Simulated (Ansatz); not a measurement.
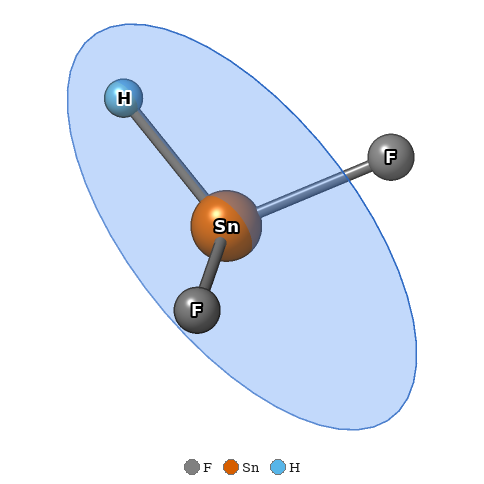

All proper rotation axes (lines) and mirror planes (discs) of the structure are drawn in. Depth is shown by fading: the farther an atom, the more it takes the colour of the background. Charge 0, doublet. Computed geometry: PBE0-D4/def2-TZVP optimisation. No frequency run is at hand to confirm it as a minimum.

> Name the symmetry elements and the point group.

It has 1 mirror plane. Point group Cs. The group has 2 operations. The geometry is achiral, and symmetry allows a dipole moment.
